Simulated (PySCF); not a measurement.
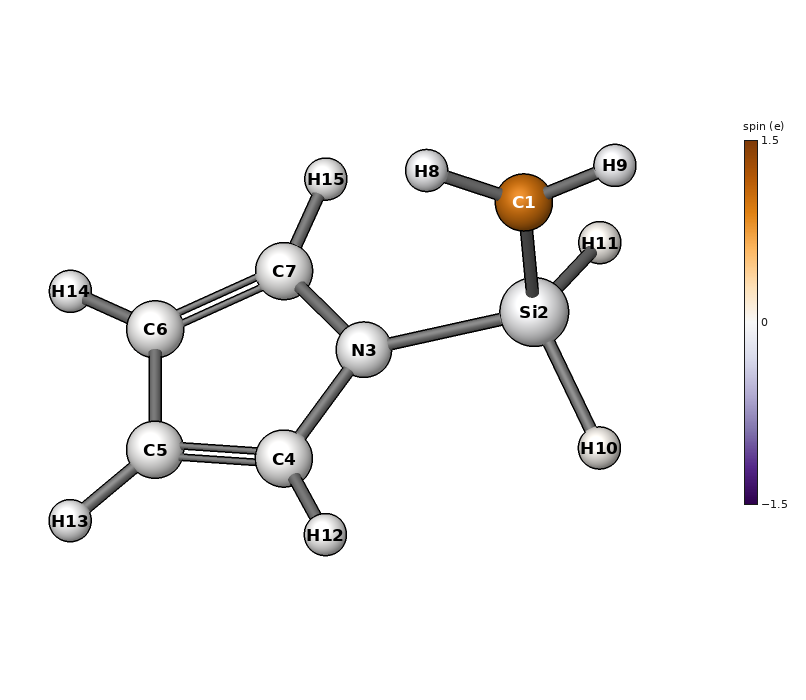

Atoms are coloured by their Mulliken spin populations. The species is neutral and a spin doublet. The geometry was computed by an optimisation with GFN2-xTB. No frequency run is at hand to confirm it as a minimum. Properties computed with UKS B3LYP, pcH-1 on C H N Si, non-relativistic (PySCF 2.14.0).

List the Mulliken spin populations.

```json
{"atom": "C1", "value (e)": "1.04"}
{"atom": "Si2", "value (e)": "−0.03"}
{"atom": "N3", "value (e)": "0.00"}
{"atom": "C4", "value (e)": "0.00"}
{"atom": "C5", "value (e)": "0.00"}
{"atom": "C6", "value (e)": "0.00"}
{"atom": "C7", "value (e)": "0.00"}
{"atom": "H8", "value (e)": "−0.04"}
{"atom": "H9", "value (e)": "−0.04"}
{"atom": "H10", "value (e)": "0.04"}
{"atom": "H11", "value (e)": "0.04"}
{"atom": "H12", "value (e)": "0.00"}
{"atom": "H13", "value (e)": "0.00"}
{"atom": "H14", "value (e)": "0.00"}
{"atom": "H15", "value (e)": "0.00"}
```

Mulliken values depend strongly on the basis set. The geometry is semi-empirical. Around Si such bond lengths and angles can be off by a tenth of an ångström or more and by several degrees, and values that hang on the shape move with them.
